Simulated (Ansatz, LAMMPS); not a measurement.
# N in place of O at several sites of glassy 62P2O5-14Al2O3-24BaO (mol %) (160 atoms), part 3 of 4

At which site of glassy 62P2O5-14Al2O3-24BaO (mol %) (160 atoms) does N in place of O cost least, and what about the site decides it?

Ansatz 0.2.0; Kohn-Sham DFT, PBE, PAW (set soft_2), plane waves.

The cell: 36 P, 8 Al, 7 Ba and 109 O. The quench rate of 1000 K/ps far exceeds what a furnace or splat quench reaches. The starting topology of bonds comes from the classical model. Only the Γ point is sampled, in a cell whose shortest periodic width is 13 Å. The levels lack spin–orbit coupling.

So far. Step 3 (Relaxation): The relaxation converged after 45 steps, 22.3 eV below its start, with a largest force component of 0.041 eV/Å. Step 5 (N on a site of O, site O156): The relaxation was stopped at its limit after 15 steps, 0.987 eV below its start, with a largest force component of 0.36 eV/Å.

## Step 6: N on a site of O, site O133

The site has 3 bonded neighbours (Ba2P) at 2.49 Å on average. 

Contents of input.yaml:

```yaml
crystal:
  lattice:
    - [13.0819, 0.0, 0.0]
    - [0.0, 13.0819, 0.0]
    - [0.0, 0.0, 13.0819]
  atoms:
    [... atom lines 1 to 129 left out ...]
    - { symbol: O, position: [0.72027, 0.87111, 0.56897], spin: 0.6 }
    - { symbol: O, position: [0.4015, 0.49294, 0.2167] }
    - { symbol: O, position: [0.91671, 0.37613, 0.70491] }
    - { symbol: "N", position: [0.66069, 0.70126, 0.50643], spin: 0.6 }
    - { symbol: O, position: [0.28062, 0.00025, 0.18914] }
    - { symbol: O, position: [0.78555, 0.74813, 0.01066] }
    - { symbol: O, position: [0.18082, 0.21645, 0.88611] }
    [... atom lines 137 to 160 left out ...]
magnetization:
  spin_polarized: true
kpoints:
  mp_grid: { grid: [1, 1, 1] }
hamiltonian:
  xc: pbe
scf:
  occupations: { method: fermi_dirac, width: 0.025 }
  lower_state_search: "off"
output:
  forces: true
  eigenvalues: true
relax:
  f_tol: 0.05
  max_steps: 90
```

Command:

```
$ ansatz run input.yaml --threads 8 --pin off --max-ram 15872MiB --backend cpu --events-out ev --progress --plain --runs-dir out
```

Numbers of over 12 decimals in the logs are rounded to 6 here.

The log of the run:

```text
[...]
Crystal: 160 atoms, lattice volume = 2238.785 Å³
Basis set: ecut = 420 eV, 43723 PW (Γ), exchange–correlation on 180×180×180 points (8 copies of the dense FFT grid, shifted against one another)
Bands: 625, of which v1, the nominal top of the filled ones, is band 464 counted from 1 (463 counted from 0)
Symmetry: 1 space group operations
[...]
k-points: 1
[...]
Starting moments: Σ|m| = 2.4 μB on 4 of 160 sites
[...]
SCF iter   1: F=—  HF=-135000.270767 eV  |F-HF|=—  |Δ(HF+E_count)|=         —  Δρ=5.58e-2 (↑5.38e-2 ↓5.58e-2)  dr2=3.13e2  dr2_m=8.45e-1  M=0.019 μB ∫|m|=0.309 μB  β_m=0.30  ethr=3.10e-3  ⟨swp⟩=11.0  Hψ=8038  notcnv=0  defer=292
[...]
SCF iter   3: F=—  HF=-134911.678170 eV  |F-HF|=—  |Δ(HF+E_count)|=    2.16e1  Δρ=1.77e-2 (↑1.60e-2 ↓1.77e-2)  dr2=2.20e1  dr2_m=3.10e-1  M=1.000 μB ∫|m|=1.443 μB  β_m=0.30  ethr=3.10e-3  ⟨swp⟩=4.5  Hψ=2798  notcnv=0  defer=310
[...]
SCF iter   8: F=—  HF=-134905.987457 eV  |F-HF|=—  |Δ(HF+E_count)|=   2.36e-2  Δρ=2.29e-3 (↑1.32e-3 ↓2.29e-3)  dr2=2.05e-1  dr2_m=4.50e-2  M=1.000 μB ∫|m|=1.075 μB  β_m=0.30  ethr=5.26e-5  ⟨swp⟩=5.0  Hψ=1692  notcnv=0  defer=304
[...]
SCF iter  10: F=—  HF=-134905.998948 eV  |F-HF|=—  |Δ(HF+E_count)|=   1.58e-2  Δρ=4.90e-4 (↑3.11e-4 ↓4.90e-4)  dr2=1.62e-2  dr2_m=1.83e-3  M=1.000 μB ∫|m|=1.084 μB  β_m=0.63  ethr=1.02e-5  ⟨swp⟩=4.0  Hψ=1803  notcnv=0  defer=304
[...]
SCF iter  16: F=-134905.999892 eV  HF=-134905.999896 eV  |F-HF|=4.46e-6  |Δ(HF+E_count)|=   6.28e-6  Δρ=1.74e-5 (↑9.09e-6 ↓1.74e-5)  dr2=7.97e-6  dr2_m=1.32e-6  M=0.999 μB ∫|m|=1.087 μB  β_m=0.88  ethr=1.03e-9  ⟨swp⟩=6.0  Hψ=4975  notcnv=0
SCF iter  17: F=-134905.999896 eV  HF=-134905.999898 eV  |F-HF|=1.99e-6  |Δ(HF+E_count)|=   1.88e-6  Δρ=1.04e-5 (↑6.16e-6 ↓1.04e-5)  dr2=3.29e-6  dr2_m=4.69e-7  M=0.999 μB ∫|m|=1.087 μB  ethr=8.60e-10  ⟨swp⟩=4.5  Hψ=4604  notcnv=0
SCF 1 converged in 17 iterations: F = -134905.999896 eV  dr2 = 3.29e-6
[...]
relax step   1: F+E_penalty+E_count = -134905.99989616 eV  Δ(F+E_penalty+E_count) = +0.000e0 eV  max|allowed force component| = 3.528e0 eV/Å  Δτ_max = 0.0000 Å  (17 SCF iters, dr2 threshold 6.25e-5 eV, accepted)
[... from here on, the SCF cycles and remarks between the steps are left out ...]
relax step   2: F+E_penalty+E_count = -134906.15234047 eV  Δ(F+E_penalty+E_count) = -1.524e-1 eV  max|allowed force component| = 1.707e0 eV/Å  Δτ_max = 0.1435 Å  (8 SCF iters, dr2 threshold 1.00e-4 eV, accepted)
relax step   3: F+E_penalty+E_count = -134906.25808938 eV  Δ(F+E_penalty+E_count) = -1.057e-1 eV  max|allowed force component| = 5.050e-1 eV/Å  Δτ_max = 0.0897 Å  (9 SCF iters, dr2 threshold 1.00e-4 eV, accepted)
relax step   4: F+E_penalty+E_count = -134906.27615321 eV  Δ(F+E_penalty+E_count) = -1.806e-2 eV  max|allowed force component| = 3.362e-1 eV/Å  Δτ_max = 0.0522 Å  (6 SCF iters, dr2 threshold 2.23e-5 eV, accepted)
relax step   5: F+E_penalty+E_count = -134906.28465784 eV  Δ(F+E_penalty+E_count) = -8.505e-3 eV  max|allowed force component| = 2.547e-1 eV/Å  Δτ_max = 0.0274 Å  (7 SCF iters, dr2 threshold 9.89e-6 eV, accepted)
relax step   6: F+E_penalty+E_count = -134906.16675109 eV  Δ(F+E_penalty+E_count) = +1.179e-1 eV  max|allowed force component| = 1.231e0 eV/Å  Δτ_max = 0.2000 Å  (8 SCF iters, dr2 threshold 2.88e-5 eV, rejected (line search))
relax step   7: F+E_penalty+E_count = -134906.29483550 eV  Δ(F+E_penalty+E_count) = -1.018e-2 eV  max|allowed force component| = 8.288e-2 eV/Å  Δτ_max = 0.0449 Å  (10 SCF iters, accepted)
relax step   8: F+E_penalty+E_count = -134906.29588625 eV  Δ(F+E_penalty+E_count) = -1.051e-3 eV  max|allowed force component| = 4.300e-2 eV/Å  Δτ_max = 0.0105 Å  (9 SCF iters, accepted)
SCF converged after 9 iterations
Magnetization: 1.0000 μB (464.0000 up, 463.0000 down)
Absolute magnetization: 1.0924 μB (∫|ρ↑−ρ↓|, with the PAW one-centre terms)
[...]
Per-site moments (μB) at R_I (Å): [(3.530917839823583e-5, 0.610368), (1.1995613012626634e-7, 0.615108), (-0.00066977, 0.615958), (0.000139999, 0.608108), (-3.363114090924951e-8, 0.612431), [...]
Free energy (F): -134906.295886 eV
[...]
Internal energy: -134906.295886 eV  (E = F + TS)
E sigma→0 (E₀):  -134906.295886 eV
Entropy (-TS):   -0.000000 eV (-0.000 meV/atom)
Fermi energy:    4.254555 eV
[...]
Σ components = -134906.295886   (vs F -134906.295886, Δ=0.00e0)
--- Forces (eV/Å), atoms counted from 1 ---
  atom   1  P     -0.00095305    -0.00641389    -0.00491094
  atom   2  P     -0.00597999    -0.00652514    -0.00162128
  atom   3  P     -0.02495602     0.01939274    -0.03361603
  atom   4  P      0.01299086    -0.00984285    -0.01522674
[...]
atom 160  O      0.02195223     0.00598687    -0.00527228
  max |Σ_I F_I| component: 1.39e-4 eV/Å
--- Band table (eV) ---
[...]
--- Relaxed structure (8 steps of the walk, 7 accepted, 0 SCFs on fresh bases) ---
  F+E_penalty+E_count = -134906.29588625 eV   max|allowed force component| = 4.300e-2 eV/Å
  atoms:
    - { symbol: P, position: [0.851559, 0.636692, 0.028248] }
    - { symbol: P, position: [0.333958, 0.225335, 0.096543] }
    - { symbol: P, position: [0.753973, 0.758796, 0.532953] }
    - { symbol: P, position: [0.598888, 0.632794, 0.778805] }
[...]
- { symbol: O, position: [0.425610, 0.574220, 0.390623] }
```

The job ended after 8.9 min (8 threads of Arm Neoverse V2, shared host; peak memory 6.5 GiB).

The relaxation converged after 8 steps, 0.296 eV below its start, with a largest force component of 0.043 eV/Å.

A closer look about the N atom, after relaxation: 10 atoms, nearest first, numbered in the order of the input, with positions taken from that point.

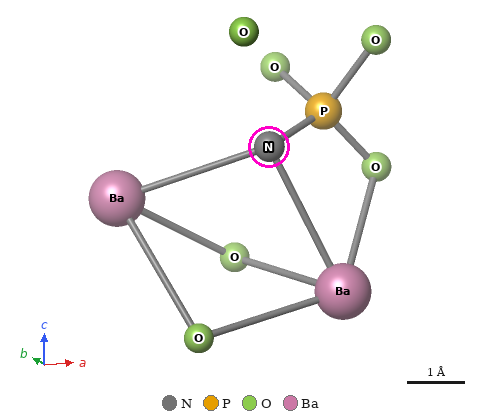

The atoms of the table, within 3.7 Å (arrows a, b, c point along x, y, z); some may hide others; the central atom is ringed.

```tsv
atom	x	y	z	distance (Å)	bonds	moment (μB)
N133	0.00	0.00	0.00	0.00	3	0.44
P3	1.27	0.86	0.43	1.59	4	0.00
O52	2.29	0.98	-0.66	2.58	2	0.10
O130	0.82	2.32	1.00	2.65	2	0.00
O91	2.08	0.29	1.77	2.74	2	0.01
Ba51	1.21	-0.51	-2.59	2.91	6	0.01
Ba50	-2.38	1.47	-1.06	2.99	10	0.00
O75	-0.95	-1.55	2.39	3.01	2	0.01
O114	-0.02	2.04	-2.35	3.11	3	0.00
O70	-1.55	-0.78	-3.24	3.68	3	0.00
```

The column of bonds counts only the pairs O-P within 2.11 Å, O-Al within 2.19 Å, O-Ba within 3.29 Å, P-N within 1.98 Å, Ba-N within 3.38 Å; other neighbours, such as metal atoms beside each other in a compound, aren't counted, and periodic images can show an atom twice.

The largest move is 0.14 Å, by N133.

## Step 7: N on a site of O, site O120

The site has 2 bonded neighbours (AlP) at 1.69 Å on average. 

input.yaml, the sections that differ from step 6:

```yaml
crystal:
  lattice:
    - [13.0819, 0.0, 0.0]
    - [0.0, 13.0819, 0.0]
    - [0.0, 0.0, 13.0819]
  atoms:
    [... atom lines 1 to 116 left out ...]
    - { symbol: O, position: [0.45774, 0.18146, 0.12324] }
    - { symbol: O, position: [0.66416, 0.02978, 0.85315] }
    - { symbol: O, position: [0.68498, 0.3588, 0.44361] }
    - { symbol: "N", position: [0.31741, 0.01278, 0.8568], spin: 0.6 }
    - { symbol: O, position: [0.279, 0.48176, 0.91763] }
    - { symbol: O, position: [0.13016, 0.76476, 0.94678] }
    - { symbol: O, position: [0.10484, 0.57262, 0.93613] }
    [... atom lines 124 to 160 left out ...]
# magnetization, kpoints, hamiltonian, scf, output, relax: as in step 6
```

The log of the run:

```text
[...]
Crystal: 160 atoms, lattice volume = 2238.785 Å³
Basis set: ecut = 420 eV, 43723 PW (Γ), exchange–correlation on 180×180×180 points (8 copies of the dense FFT grid, shifted against one another)
Bands: 625, of which v1, the nominal top of the filled ones, is band 464 counted from 1 (463 counted from 0)
Symmetry: 1 space group operations
[...]
k-points: 1
[...]
Starting moments: Σ|m| = 1.8 μB on 3 of 160 sites
[...]
SCF iter   1: F=—  HF=-135001.503178 eV  |F-HF|=—  |Δ(HF+E_count)|=         —  Δρ=5.53e-2 (↑5.40e-2 ↓5.53e-2)  dr2=3.15e2  dr2_m=3.01e-1  M=0.006 μB ∫|m|=0.235 μB  β_m=0.30  ethr=3.10e-3  ⟨swp⟩=12.5  Hψ=8770  notcnv=0  defer=257
[...]
SCF iter   3: F=—  HF=-134912.288983 eV  |F-HF|=—  |Δ(HF+E_count)|=    2.29e1  Δρ=1.58e-2 (↑1.51e-2 ↓1.58e-2)  dr2=2.05e1  dr2_m=1.48e-1  M=1.000 μB ∫|m|=1.415 μB  β_m=0.30  ethr=3.10e-3  ⟨swp⟩=4.5  Hψ=2797  notcnv=0  defer=312
[...]
SCF iter   8: F=—  HF=-134906.568671 eV  |F-HF|=—  |Δ(HF+E_count)|=   2.20e-2  Δρ=7.72e-4 (↑7.68e-4 ↓7.72e-4)  dr2=8.29e-3  dr2_m=1.02e-2  M=0.987 μB ∫|m|=1.058 μB  β_m=0.30  ethr=3.77e-6  ⟨swp⟩=3.0  Hψ=1958  notcnv=0  defer=314
[...]
SCF iter  10: F=—  HF=-134906.586501 eV  |F-HF|=—  |Δ(HF+E_count)|=   1.09e-2  Δρ=2.71e-4 (↑2.71e-4 ↓2.08e-4)  dr2=3.94e-3  dr2_m=3.21e-4  M=0.988 μB ∫|m|=1.067 μB  β_m=0.64  ethr=6.92e-7  ⟨swp⟩=3.0  Hψ=2547  notcnv=0  defer=314
[...]
SCF iter  13: F=-134906.586917 eV  HF=-134906.586951 eV  |F-HF|=3.31e-5  |Δ(HF+E_count)|=   2.67e-5  Δρ=2.20e-5 (↑1.74e-5 ↓2.20e-5)  dr2=3.18e-5  dr2_m=1.15e-6  M=0.995 μB ∫|m|=1.078 μB  β_m=0.76  ethr=6.74e-9  ⟨swp⟩=30.0  Hψ=11698  notcnv=0
SCF iter  14: F=-134906.586930 eV  HF=-134906.586936 eV  |F-HF|=6.33e-6  |Δ(HF+E_count)|=   1.41e-5  Δρ=1.16e-5 (↑5.59e-6 ↓1.16e-5)  dr2=6.48e-6  dr2_m=6.30e-7  M=0.995 μB ∫|m|=1.078 μB  ethr=3.43e-9  ⟨swp⟩=6.0  Hψ=5012  notcnv=0
SCF 1 converged in 14 iterations: F = -134906.586930 eV  dr2 = 6.48e-6
[...]
relax step   1: F+E_penalty+E_count = -134906.58693016 eV  Δ(F+E_penalty+E_count) = +0.000e0 eV  max|allowed force component| = 2.453e0 eV/Å  Δτ_max = 0.0000 Å  (14 SCF iters, dr2 threshold 6.25e-5 eV, accepted)
[... from here on, the SCF cycles and remarks between the steps are left out ...]
relax step   2: F+E_penalty+E_count = -134906.77883251 eV  Δ(F+E_penalty+E_count) = -1.919e-1 eV  max|allowed force component| = 1.333e0 eV/Å  Δτ_max = 0.1008 Å  (6 SCF iters, dr2 threshold 1.00e-4 eV, accepted)
relax step   3: F+E_penalty+E_count = -134906.84465046 eV  Δ(F+E_penalty+E_count) = -6.582e-2 eV  max|allowed force component| = 3.814e-1 eV/Å  Δτ_max = 0.1434 Å  (6 SCF iters, dr2 threshold 1.00e-4 eV, accepted)
relax step   4: F+E_penalty+E_count = -134906.82905314 eV  Δ(F+E_penalty+E_count) = +1.560e-2 eV  max|allowed force component| = 6.018e-1 eV/Å  Δτ_max = 0.2000 Å  (8 SCF iters, dr2 threshold 1.19e-5 eV, rejected (line search))
relax step   5: F+E_penalty+E_count = -134906.91324379 eV  Δ(F+E_penalty+E_count) = -6.859e-2 eV  max|allowed force component| = 2.076e-1 eV/Å  Δτ_max = 0.0905 Å  (10 SCF iters, accepted)
relax step   6: F+E_penalty+E_count = -134906.89681879 eV  Δ(F+E_penalty+E_count) = +1.643e-2 eV  max|allowed force component| = 3.747e-1 eV/Å  Δτ_max = 0.1000 Å  (8 SCF iters, dr2 threshold 3.53e-6 eV, rejected (line search))
relax step   7: F+E_penalty+E_count = -134906.93294876 eV  Δ(F+E_penalty+E_count) = -1.970e-2 eV  max|allowed force component| = 9.764e-2 eV/Å  Δτ_max = 0.0496 Å  (9 SCF iters, accepted)
relax step   8: F+E_penalty+E_count = -134906.93745341 eV  Δ(F+E_penalty+E_count) = -4.505e-3 eV  max|allowed force component| = 9.508e-2 eV/Å  Δτ_max = 0.0500 Å  (9 SCF iters, accepted)
relax step   9: F+E_penalty+E_count = -134906.94005229 eV  Δ(F+E_penalty+E_count) = -2.599e-3 eV  max|allowed force component| = 5.694e-2 eV/Å  Δτ_max = 0.0121 Å  (8 SCF iters, accepted)
relax step  10: F+E_penalty+E_count = -134906.94094418 eV  Δ(F+E_penalty+E_count) = -8.919e-4 eV  max|allowed force component| = 4.949e-2 eV/Å  Δτ_max = 0.0103 Å  (7 SCF iters, accepted)
SCF converged after 7 iterations
Magnetization: 1.0000 μB (464.0000 up, 463.0000 down)
Absolute magnetization: 1.0842 μB (∫|ρ↑−ρ↓|, with the PAW one-centre terms)
[...]
Per-site moments (μB) at R_I (Å): [(-1.3971437660754961e-6, 0.611078), (0.000445989, 0.615996), (-3.0332206363151965e-8, 0.612037), (-3.1634151804774264e-6, 0.606977), (-4.7286520908274334e-8, [...]
Free energy (F): -134906.940944 eV
[...]
Internal energy: -134906.940944 eV  (E = F + TS)
E sigma→0 (E₀):  -134906.940944 eV
Fermi energy:    4.310701 eV
[...]
Σ components = -134906.940944   (vs F -134906.940944, Δ=0.00e0)
--- Forces (eV/Å), atoms counted from 1 ---
  atom   1  P      0.00062561    -0.00888340     0.00137427
  atom   2  P     -0.00310878     0.00958762     0.01181040
  atom   3  P      0.01252976     0.00728265     0.00365176
  atom   4  P      0.00071531     0.00569442     0.00739789
[...]
atom 160  O     -0.00474026     0.00763170    -0.00108528
  max |Σ_I F_I| component: 1.14e-4 eV/Å
--- Band table (eV) ---
[...]
--- Relaxed structure (10 steps of the walk, 8 accepted, 0 SCFs on fresh bases) ---
  F+E_penalty+E_count = -134906.94094418 eV   max|allowed force component| = 4.949e-2 eV/Å
  atoms:
    - { symbol: P, position: [0.851973, 0.635961, 0.028367] }
    - { symbol: P, position: [0.332643, 0.223922, 0.095322] }
    - { symbol: P, position: [0.756830, 0.758308, 0.527596] }
    - { symbol: P, position: [0.599513, 0.628637, 0.778834] }
[...]
- { symbol: O, position: [0.426439, 0.577476, 0.390786] }
```

Elapsed: 9.3 min, on 8 threads; peak memory 6.5 GiB.

The relaxation converged after 10 steps, 0.354 eV below its start, with a largest force component of 0.049 eV/Å.

A closer look about the N atom, after relaxation: 11 atoms, nearest first, numbered in the order of the input, with positions taken from that point.

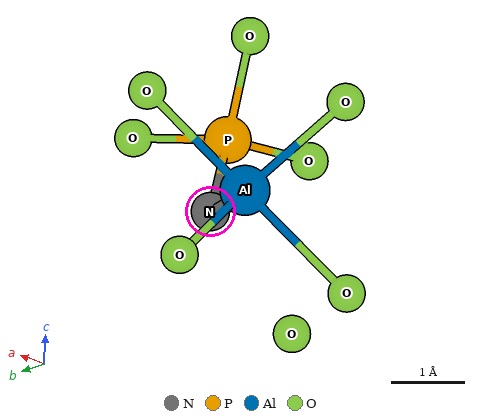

The atoms of the table, within 3.2 Å (arrows a, b, c point along x, y, z); some may hide others; the central atom is ringed.

```tsv
atom	x	y	z	distance (Å)	bonds	moment (μB)
N120	0.00	0.00	0.00	0.00	2	0.40
P9	0.84	-1.25	0.50	1.59	4	0.00
Al42	-1.38	0.90	0.95	1.90	5	0.00
O93	-0.65	-1.11	-1.88	2.28	1	0.14
O84	0.72	-1.45	2.02	2.58	2	0.05
O95	2.41	-1.08	0.10	2.64	2	0.00
O108	0.61	-2.73	-0.11	2.80	2	0.01
O100	-0.19	1.70	2.26	2.83	2	0.01
O150	-1.93	-0.47	2.08	2.87	3	0.00
O145	-3.07	0.59	-0.14	3.13	2	0.00
O136	-1.78	2.65	0.55	3.24	2	0.00
```

The column of bonds counts only the pairs O-P within 2.11 Å, O-Al within 2.19 Å, O-Ba within 3.29 Å, P-N within 1.98 Å, Al-N within 2.27 Å; other neighbours, such as metal atoms beside each other in a compound, aren't counted, and periodic images can show an atom twice.

The largest move is 0.21 Å, by O147.

(Continued in part 4 of 4.)

[Logs are printed without paths, hosts, clocks, repeated set-up lines and the standing remarks that a program may print on its own settings, such as how far it seeks lower states.]

[Hosts, paths, dates, database ids (printed as entryN), source tags and the programs' standing remarks are cut or masked in the printed files.]
